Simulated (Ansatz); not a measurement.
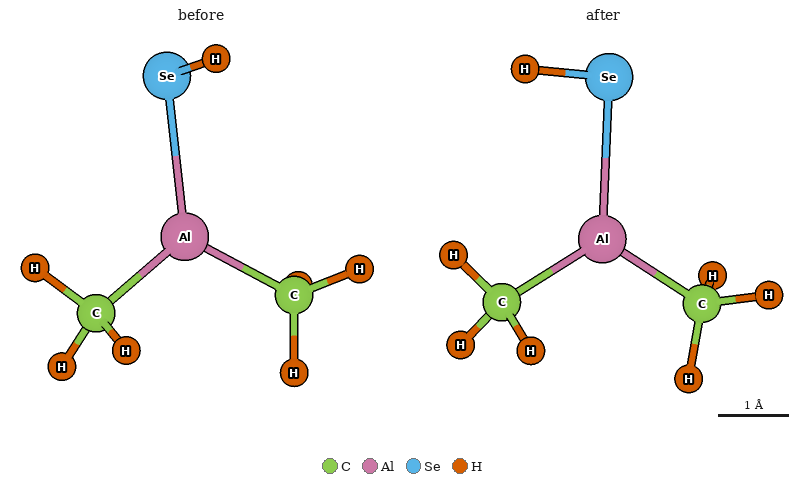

The structure of C2H7AlSe (coarse preliminary run) before (left) and after (right) a relaxation, at one scale.

A ball-and-stick model, seen at a tilt.

The start comes from a force field.

Level of theory: RKS PBE-D4/def2-SVP in Ansatz 0.2.0. Settings: force threshold 0.03 eV/Å; at most 200 steps.

**What changed between the two?**

The largest move after the best rigid fit is that of an H atom, 1.37 Å. Largest moves by element: H 1.37 Å, Se 0.61 Å, Al 0.24 Å, C 0.19 Å. Near-neighbour distances that change, for instance: C–H 1.165 → 1.108 Å, C–H 1.075 → 1.110 Å, C–H 1.137 → 1.110 Å, H–Se 1.465 → 1.486 Å. Bond angles that change, for instance: C–Al–C 119.1° → 124.0°, Al–C–H 109.9° → 114.3°, C–Al–Se 119.4° → 115.9°. Groups turn about Al–Se by about 85°. After 12 geometry steps the energy has fallen by 0.443 eV. The largest force component goes from 1.9 to 0.022 eV/Å. The forces were under the threshold at step 3, but the run went on from there. The run took of the order of 60 core-seconds on a shared host.
